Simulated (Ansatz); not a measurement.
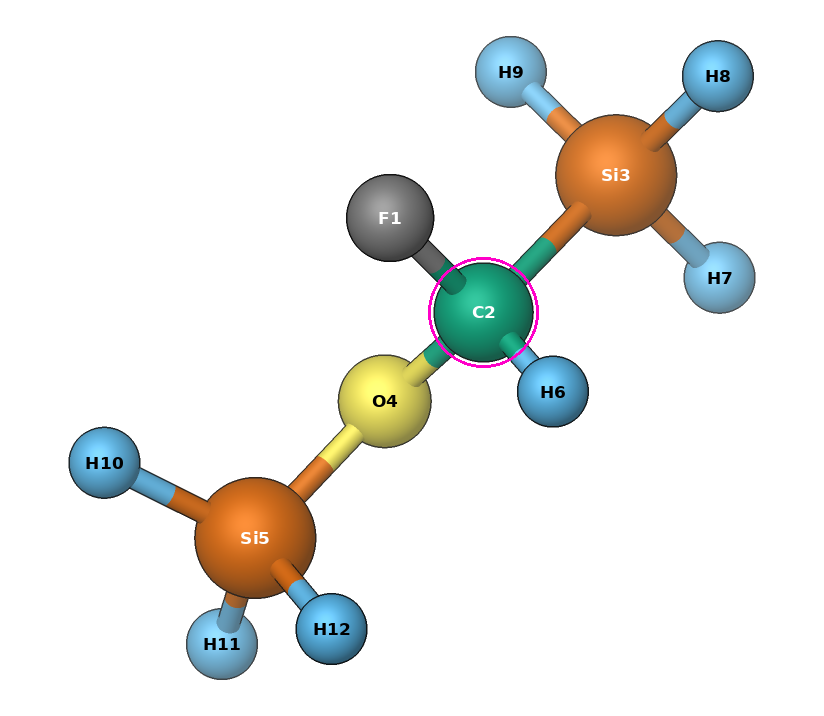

Depth is shown by fading: the farther an atom, the more it takes the colour of the background. Circles mark the stereogenic atoms. Computed geometry: PBE0-D4/def2-TZVP optimisation. No frequency run is at hand to confirm it as a minimum.

> Assign CIP descriptors.

C2: R (priorities Si3 > F1 > O4 > H6).
